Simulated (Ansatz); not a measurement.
## Fields on a plane of Al (fcc, Cu type)

```
CELL_PARAMETERS angstrom
      0.00000     2.01999     2.01999
      2.01999     0.00000     2.01999
      2.01999     2.01999     0.00000
ATOMIC_POSITIONS crystal
  Al 0.00000 0.00000 0.00000
```

The slice is a {111} plane (indices of the conventional cell) through the point (0.000, 0.000, 0.000) (fractional), spanned by u = [100] and v = [-1 2 0] in vectors of this cell: u (2.86 Å) and v (4.95 Å, at 90° to u). It covers one period; positions are fractions (u, v).

Atoms on it: Al at (0.00, 0.00); Al at (0.50, 0.50).

All values below come from PBE (plane waves to 420 eV, PAW, scalar-relativistic; Ansatz, a first-principles code). k mesh 20×20×20. Near the nuclei the fields are pseudised (PAW); where an atom keeps semicore shells as valence, they peak there. Al was relaxed with its symmetry unable to fall. The PAW data are Ansatz's earlier set.

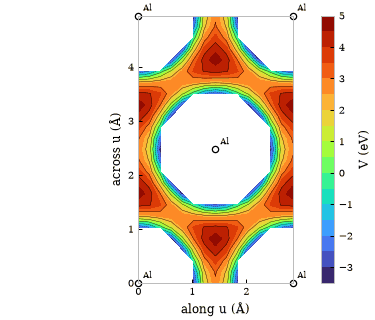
Figure: Electrostatic potential energy of an electron, from the cell's mean, in eV, one period of the plane, atoms marked. Points within 1 Å of a nucleus are left white, as the pseudised field means little there. The zero, the cell's mean, hangs on the PAW cores.

```
v \ u  0.00  0.14  0.29  0.43  0.57  0.71  0.86
-----  ----  ----  ----  ----  ----  ----  ----
0.88   0.18  0.38  0.61  0.57  0.57  0.61  0.38
0.75   0.60  0.61  0.61  0.60  0.60  0.61  0.61
0.62   0.56  0.61  0.54  0.23  0.23  0.54  0.61
0.50   0.61  0.62  0.17     x     x  0.17  0.62
0.38   0.56  0.61  0.54  0.23  0.23  0.54  0.61
0.25   0.60  0.61  0.61  0.60  0.60  0.61  0.61
0.12   0.18  0.38  0.61  0.57  0.57  0.61  0.38
0.00      x     x  0.48  0.63  0.63  0.48     x
```

Values: electron localisation function (ELF). Points within 0.5 Å of a nucleus are blanked (x), as the pseudised field means little there.

The density on the Al–Al line (2.86 Å) at its midpoint is 0.20 e/Å³ and the ELF at that point is 0.61. ELF maximum in the middle third of the Al–Al line: 0.63, 1.2 Å from Al.
